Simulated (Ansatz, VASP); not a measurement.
# Cross-check of Re (Rhenium) between VASP and Ansatz

Wanted: the spread between two codes on one cell, functional and k mesh. The cell is taken from a series of VASP runs on this material, whose earlier steps may have relaxed, scaled or displaced it; both programs get it as it stands. Valence electrons are named where the data sets of a main pair hold unlike numbers.

Method: plane waves, with VASP 6.6.1 beside it; single point at r2SCAN and band structure at r2SCAN, spin-orbit coupling, in Ansatz 0.2.0.

## Step 1: The starting structure

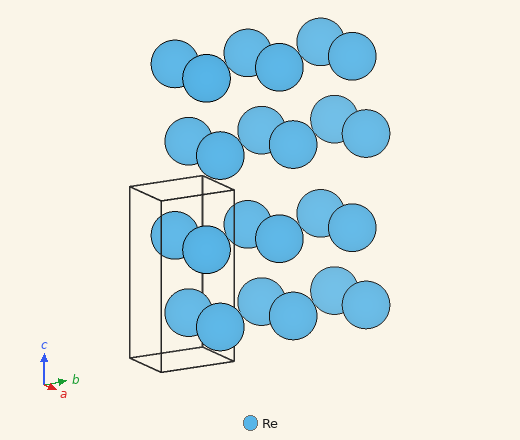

The cell as given, slightly off an axis (rhenium blue). 2×3×2 cells are drawn.

## Step 2: VASP: single point, r2SCAN

A single point gives forces, pressure and levels at one fixed geometry, so differences don't come from the geometry; what else differs is listed under the comparison.

Lines of VASP's logs that name or quote its potential files are left out, and so is its time.

INCAR

```
SYSTEM = Re
PREC = Accurate
ENCUT = 400
EDIFF = 1E-06
NELM = 100
ISMEAR = -5
SIGMA = 0.2
LREAL = .FALSE.
ALGO = Normal
METAGGA = R2SCAN
LASPH = .TRUE.
NBANDS = 19
LORBIT = 11
LWAVE = .FALSE.
LCHARG = .FALSE.
KPAR = 2
NEDOS = 2001
```

POSCAR

```
Re
1.0
    2.7586891562      0.0000000000      0.0000000000
   -1.3793445781      2.3890948904      0.0000000000
    0.0000000000      0.0000000000      4.4599403156
Re
2
Direct
    0.3333333333      0.6666666667      0.2500000000
    0.6666666667      0.3333333333      0.7500000000
```

KPOINTS

```
Automatic mesh
0
Gamma
12 12 7
0 0 0
```

PAW data sets: Re (PBE family, release 64).

Launch:

```console
mpirun -np 2 vasp_std
```

Numbers of over 12 decimals in the logs are rounded to 6 here.

Log:

```text
[banner, memory and clock lines left out]
running    2 mpi-ranks, on    1 nodes
 distrk:  each k-point on    1 cores,    2 groups
 distr:  one band on    1 cores,    1 groups

 POSCAR found type information on POSCAR Re
 POSCAR found :  1 types and       2 ions
|                                                                             |
|               ----> ADVICE to this user running VASP <----                  |
|                                                                             |
|     You enforced a specific xc type in the INCAR file but a different       |
|     [... a line on the potential file left out ...]
|     I HOPE YOU KNOW WHAT YOU ARE DOING!                                     |
|                                                                             |

 LDA part: xc-table for (None), standard interpolation
 POSCAR, INCAR and KPOINTS ok, starting setup
 FFT: planning ... GRIDC
 FFT: planning ... GRID_SOFT
 FFT: planning ... GRID
 WAVECAR not read
 entering main loop
       N       E                     dE             d eps       ncg     rms          rms(c)
DAV:   1    -0.614763062940E+02   -0.61476E+02   -0.59136E+03  5770   0.845E+02
DAV:   2    -0.105145319091E+03   -0.43669E+02   -0.37532E+02  5087   0.258E+02
DAV:   3    -0.106107470132E+03   -0.96215E+00   -0.95186E+00  4925   0.394E+01
DAV:   4    -0.106116404274E+03   -0.89341E-02   -0.89332E-02  5030   0.206E+00
DAV:   5    -0.106116518109E+03   -0.11383E-03   -0.11394E-03  4772   0.493E-01    0.358E+01
DAV:   6    -0.105143395336E+03    0.97312E+00   -0.23409E-01  5073   0.907E+00    0.182E+01
DAV:   7    -0.104903842995E+03    0.23955E+00   -0.34824E-01  4872   0.156E+01    0.275E+00
DAV:   8    -0.104904930398E+03   -0.10874E-02   -0.67080E-03  5221   0.126E+00    0.841E-01
DAV:   9    -0.104901591484E+03    0.33389E-02   -0.24103E-03  5504   0.538E-01    0.375E-01
DAV:  10    -0.104901564907E+03    0.26577E-04   -0.18520E-04  5072   0.251E-01    0.115E-01
DAV:  11    -0.104901587049E+03   -0.22142E-04   -0.10585E-05  5200   0.619E-02    0.421E-02
DAV:  12    -0.104901590887E+03   -0.38383E-05   -0.40735E-07  2001   0.314E-02    0.443E-03
DAV:  13    -0.104901590196E+03    0.69127E-06   -0.48990E-07  2113   0.990E-03
   1 F= -.10490159E+03 E0= -.10490159E+03  d E =0.000000E+00
|                                                                             |
|           W    W    AA    RRRRR   N    N  II  N    N   GGGG   !!!           |
|           W    W   A  A   R    R  NN   N  II  NN   N  G    G  !!!           |
|           W    W  A    A  R    R  N N  N  II  N N  N  G       !!!           |
|           W WW W  AAAAAA  RRRRR   N  N N  II  N  N N  G  GGG   !            |
|           WW  WW  A    A  R   R   N   NN  II  N   NN  G    G                |
|           W    W  A    A  R    R  N    N  II  N    N   GGGG   !!!           |
|                                                                             |
|     Tetrahedron method does not include variations of the Fermi             |
|     occupations, so forces and stress will be inaccurate. We suggest        |
|     using a different smearing scheme ISMEAR = 1 or 2 for metals in         |
|     relaxations.                                                            |
|                                                                             |
```

From OUTCAR (step 2):

```text
ion  position               nearest neighbor table
   1  0.333  0.667  0.250-   2 2.74   2 2.74   2 2.74   2 2.74   2 2.74   2 2.74
   2  0.667  0.333  0.750-   1 2.74   1 2.74   1 2.74   1 2.74   1 2.74   1 2.74

  LATTYP: Found a hexagonal cell.
 ALAT       =     2.7586891562
 C/A-ratio  =     1.6166882396

 Subroutine GETGRP returns: Found 24 space group operations
 (whereof 12 operations were pure point group operations)

The static configuration has the point symmetry D_3d.
 The point group associated with its full space group is D_6h.

 Found     76 irreducible k-points:

   k-points           NKPTS =     76   k-points in BZ     NKDIM =     76   number of bands    NBANDS=     19

   dimension x,y,z NGX =    18 NGY =   18 NGZ =   30
   dimension x,y,z NGXF=    36 NGYF=   36 NGZF=   60

   ENCUT  =  400.0 eV  29.40 Ry    5.42 a.u.   4.50  4.50  7.27*2*pi/ulx,y,z

   NELECT =      14.0000    total number of electrons

 k-points in reciprocal lattice and weights: Automatic mesh
   0.00000000  0.00000000  0.00000000       0.001
   0.08333333  0.00000000  0.00000000       0.006
   0.16666667  0.00000000  0.00000000       0.006
   0.25000000  0.00000000  0.00000000       0.006
   0.33333333  0.00000000  0.00000000       0.006
   0.41666667  0.00000000  0.00000000       0.006
   0.50000000  0.00000000  0.00000000       0.003
   0.08333333  0.08333333  0.00000000       0.006
   0.16666667  0.08333333  0.00000000       0.012
[...]
0.33333333  0.25000000  0.42857143       0.024
   0.33333333  0.33333333  0.42857143       0.004

 average (electrostatic) potential at core
       1 -44.8180       2 -44.8180

 E-fermi :   7.6562

 k-point     1 :       0.0000    0.0000    0.0000
  band No.  band energies     occupation
    ...
      4       6.0712      2.00000
      5       6.0712      2.00000
      6       6.9329      2.00000
      7       6.9329      2.00000
      8       7.9248      1.25357
      9       7.9248      0.00000
     10       8.2396      0.00000
     11      11.2209      0.00000
     12      11.2209      0.00000
     13      18.2538      0.00000
    ...

 k-point     2 :       0.0833    0.0000    0.0000
  band No.  band energies     occupation
    ...
      4       6.3423      2.00000
      5       6.5443      2.00000
      6       6.7446      2.00000
      7       7.1527      2.00000
      8       7.1885      2.02224
      9       7.7028      0.07385
     10       7.8547      0.00000
     11      11.3669      0.00000
     12      12.3934      0.00000
     13      18.2329      0.00000
    ...

 k-point     3 :       0.1667    0.0000    0.0000
  band No.  band energies     occupation
    ...
      5       6.1851      2.00000
      6       7.1336      2.00000
      7       7.1896      2.00000
      8       7.2875      1.90213
      9       7.4691      0.56460
     10       7.9293      0.00000
     11      11.6689      0.00000
     12      14.4545      0.00000
     13      18.0645      0.00000
     14      24.6191      0.00000
    ...

  Total        0.0285877      0.0285877      0.0366678      0.0000000      0.0000000      0.0000000
  in kB        1.5582031      1.5582031      1.9986182      0.0000000      0.0000000      0.0000000
  external PRESSURE =       1.7050081 kB  Pullay stress =       0.0000000 kB

  energy-cutoff  :      400.00
  volume of cell :       29.39
      direct lattice vectors                 reciprocal lattice vectors
     2.758689156  0.000000000  0.000000000     0.362491003  0.209284278  0.000000000
    -1.379344578  2.389094890  0.000000000     0.000000000  0.418568557  0.000000000
     0.000000000  0.000000000  4.459940316     0.000000000  0.000000000  0.224218247

 POSITION                                       TOTAL-FORCE (eV/Angst)
 -----------------------------------------------------------------------------------
     -0.00000      1.59273      1.11499         0.000000     -0.000000      0.000000
      1.37934      0.79636      3.34496        -0.000000      0.000000      0.000000
 -----------------------------------------------------------------------------------
    total drift:                                0.000000     -0.000000     -0.000000

  FREE ENERGIE OF THE ION-ELECTRON SYSTEM (eV)
  ---------------------------------------------------
  free  energy   TOTEN  =      -104.9015901956 eV

  energy  without entropy=     -104.9015901956  energy(sigma->0) =     -104.90159020

 total charge
# of ion       s       p       d       tot
------------------------------------------
    1        0.618   0.688   4.828   6.134
    2        0.618   0.688   4.828   6.134
--------------------------------------------------
tot          1.236   1.376   9.656  12.268

[... 3 further parts left out ...]
```

The PAW data sets were made with PBE, which is usual practice but a small mismatch for other functionals. The data set Re keeps the semicore shell frozen, which is cheaper and a little less accurate. With tetrahedra the forces and stress of a metal are not exact derivatives of the energy.

## Step 3: Ansatz: single point, r2SCAN

Ansatz runs on its default PAW (the set named soft_2) files.

The same cell, functional, mesh and smearing now go to Ansatz, which takes its cutoff from its data sets.

input.yaml

```yaml
crystal:
  lattice:
    - [2.7586891562, 0.0, 0.0]
    - [-1.3793445781, 2.3890948904, 0.0]
    - [0.0, 0.0, 4.4599403156]
  atoms:
    - { symbol: Re, position: [0.3333333333, 0.6666666667, 0.25] }
    - { symbol: Re, position: [0.6666666667, 0.3333333333, 0.75] }
hamiltonian:
  xc: r2scan
  pseudopotentials: { kind: paw }
kpoints:
  mp_grid: { grid: [12, 12, 7] }
scf:
  occupations: { method: tetrahedron }
output:
  forces: true
  stress: true
```

Launch:

```console
ansatz run input.yaml --threads 2 --pin off --max-ram 4608MiB --backend cpu --events-out ev --progress --plain --runs-dir out
```

Log:

```text
Warning: output.forces, output.stress, relax.cell or npt_langevin: where a Kohn–Sham band that disperses or a degenerate level is filled in part under the method tetrahedron, the forces or the stress that this run publishes need not agree with its energy (scf.occupations.method in the input reference, under Limitations); prefer a smearing scheme for the forces or the stress
Engine: ansatz 0.2.0, aarch64-unknown-linux-gnu
Pseudopotentials: kind: paw
Pseudopotential: Re, paw, valence charge 15, recommended cutoff 500 eV (meta_gga), Re.paw.azcp
Functional definition: r2SCAN
  parameter k0 = 0.174
  parameter k1 = 0.065
  parameter a1 = 4.9479
  exchange = r2scan_x(k0 = k0, k1 = k1, a1 = a1)
  correlation = r2scan_c
Crystal: 2 atoms, lattice volume = 29.394 Å³
Basis set: ecut = 500 eV, 713 PW (Γ), exchange–correlation on 96×96×144 points (64 copies of the dense FFT grid, shifted against one another)
Bands: 19, of which v1, the nominal top of the filled ones, is band 15 counted from 1 (14 counted from 0)
Symmetry: 24 space group operations
Space group: P63/mmc (ITA 194), of the structure as read, at distance tolerance 3.1e-5 Å
k-points: 76 of 1008
Non-local potential: Re, projectors of the file, l = 0: 3, l = 1: 2, l = 2: 2, l = 3: 1
PAW form: soft (Blöchl's): semilocal exchange-correlation on the pseudo side does not see the compensation charge
PAW frozen core: Re, regenerated for the run's functional (the file was generated under x = pbe(κ = 0.804, μ = 0.219515), c = pbe(β = 0.066725))
PAW one-centre angular grid: Re, 590 points (default); XC on 160 Gauss nodes
Initial density: superposition of atomic densities (neutral atoms: chi_scale 0, normalization atom), corrected by the library's trained network
Initial wavefunctions: pseudopotential atomic-orbital guess
Functional: x = r2scan, c = r2scan; τ floored in thin density (d = 2e-4 eV/Å³)
SCF iter   1: F=—  HF=-21761.587887 eV  |F-HF|=—  |Δ(HF+E_count)|=         —  Δρ=9.56e-3  dr2=1.20e-2  dr2_τ=1.68e-1  ethr=1.77e-3  ⟨swp⟩=6.0  Hψ=7007  notcnv=0
preconditioner: auto → none  [metal: no gap  n_scr=8 (ndim 8)  ℏωp=25.6 eV  f_vac=0.000  sad-step TF]
SCF iter   2: F=—  HF=-21761.625105 eV  |F-HF|=—  |Δ(HF+E_count)|=   3.72e-2  Δρ=5.76e-3  dr2=3.92e-3  dr2_τ=5.36e-4  ethr=3.99e-5  ⟨swp⟩=2.0  Hψ=2887  notcnv=0  defer=1
SCF iter   3: F=—  HF=-21761.628914 eV  |F-HF|=—  |Δ(HF+E_count)|=   3.81e-3  Δρ=5.90e-4  dr2=7.04e-5  dr2_τ=2.42e-5  ethr=1.31e-5  ⟨swp⟩=3.0  Hψ=2886  notcnv=0  defer=1
SCF iter   4: F=—  HF=-21761.628907 eV  |F-HF|=—  |Δ(HF+E_count)|=   6.93e-6  Δρ=1.66e-4  dr2=1.98e-6  dr2_τ=1.45e-6  ethr=2.35e-7  ⟨swp⟩=2.0  Hψ=2684  notcnv=0  defer=1
SCF iter   5: F=—  HF=-21761.628912 eV  |F-HF|=—  |Δ(HF+E_count)|=   4.16e-6  Δρ=2.43e-5  dr2=1.19e-7  dr2_τ=3.74e-8  ethr=6.61e-9  ⟨swp⟩=2.1  Hψ=2297  notcnv=0  defer=1
SCF iter   6: F=-21761.628912 eV  HF=-21761.628912 eV  |F-HF|=7.43e-9  |Δ(HF+E_count)|=   2.94e-7  Δρ=6.94e-6  dr2=4.41e-9  dr2_τ=2.46e-9  ethr=3.33e-10  ⟨swp⟩=4.0  Hψ=4630  notcnv=0
SCF 1 converged in 6 iterations: F = -21761.628912 eV  dr2 = 4.41e-9
  greatest PAW one-centre occupation: 1.000 electrons in one spin orbital (limit 2), on the Re atom at site 1 (counted from 0), in its partial waves of l = 0
SCF converged after 6 iterations
Stability not checked: this state was not tested for a lower state beside it, because cold or Methfessel-Paxton smearing, or corrected tetrahedra, fill the levels in a way that the test cannot read (fill_not_monotonic; see scf.lower_state_search)
Free energy (F): -21761.628912 eV
Harris-Foulkes:  -21761.628912 eV  (|F-HF|=7.43e-9)
Internal energy: -21761.628857 eV  (E = F + TS)
E sigma→0 (E₀):  -21761.628912 eV
Entropy (-TS):   -0.000055 eV (-0.027 meV/atom)
Fermi energy:    23.786135 eV
--- Per-component energies (eV) ---
  E_band       = -173.675566
  E_kinetic    = 1083.898639
  E_local      = -1515.256709  (includes V_loc(G=0)·N_el)
  E_nonlocal   = 98.538976
  E_hartree    = 544.596042
  E_xc         = -774.090872
  E_vxc        = -681.752433  (∫ρ·V_xc dr)
  E_paw        = -17378.312379  (= ΣΔE_a)
  E_vpaw       = -283.873578  (= ΣTr[D̂ρ^β])
  E_aug_tail   = -0.000068  (compensation charges beyond the density's cutoff)
  E_vtau       = 35.577759  (kinetic-family band-sum trace: ∫τ·v_τ [+ j·A + Jᵃ·Aᵃ] dr)
  E_ewald      = -3820.060745
  E_core_change = -0.941741  (= ΣΔE_core)
  E_smearing   = -0.000055  (= −TS)
  E_closure    = -0.000000  (closes the sum)
  Σ components = -21761.628912   (vs F -21761.628912, Δ=0.00e0)
--- Forces (eV/Å), atoms counted from 1 ---
  atom   1  Re     0.00000000     0.00000000     0.00000000
  atom   2  Re     0.00000000    -0.00000000     0.00000000
  max |Σ_I F_I| component: 3.70e-17 eV/Å
--- Stress (GPa, compression-positive) ---
        0.069469       0.000000       0.000000
        0.000000       0.069469       0.000000
        0.000000       0.000000       0.160230
  P = ⅓ Tr σ = 0.0997 GPa (0.997 kbar)
--- Band table (eV; the first three rows and the last of 76) ---
  k-point 0: bands = [... 11 lower, 22.2116, 22.2116, 23.0753, 23.0753, 24.0655, 24.0655, 24.3405, 27.3738]
  k-point 1: bands = [... 11 lower, 22.0978, 22.0978, 22.9208, 22.9208, 23.6698, 24.4111, 24.4111, 27.3950]
  k-point 2: bands = [... 11 lower, 21.9617, 21.9617, 22.3685, 22.5681, 22.5681, 25.1995, 25.1995, 27.3039]
  k-point 75: bands = [... 11 lower, 20.1015, 21.5341, 21.5341, 23.6971, 24.2500, 27.3497, 27.3497, 33.2774]
```

Elapsed: 4.9 s, on 2 threads of Arm Neoverse N1, shared host; peak memory 0.39 GiB; 9.1 s of CPU time.

The column dr2 measures how far the density is from self-consistency, as an energy; F and HF (Harris–Foulkes) agree once it is small.

The run ends at a pressure of 0.10 GPa.

## Step 4: Comparison

Known differences besides the potentials themselves: VASP keeps PBE cores, Ansatz makes them for the functional; the data sets hold 30 valence electrons in Ansatz (on its default PAW (the set named soft_2) files) and 14 in VASP; the cutoff is 500 eV in Ansatz and 400 eV in VASP. Total energies have different zeros and are not compared.

Both answers:

```
      quantity  Ansatz  VASP  difference
pressure (GPa)    0.10  0.17       -0.07
```

Ansatz's pressure holds a Pulay correction of 0.04 GPa; VASP's holds none.

[end of part 1 of 2]

[Lines on the potential files, build, host, timing and source positions are cut from VASP's logs without a mark.]

[Logs are printed without paths, hosts, clocks, repeated set-up lines and the standing remarks that a program may print on its own settings, such as how far it seeks lower states.]

[Hosts, paths, dates, database ids (printed as entryN), source tags and the programs' standing remarks are cut or masked in the printed files.]
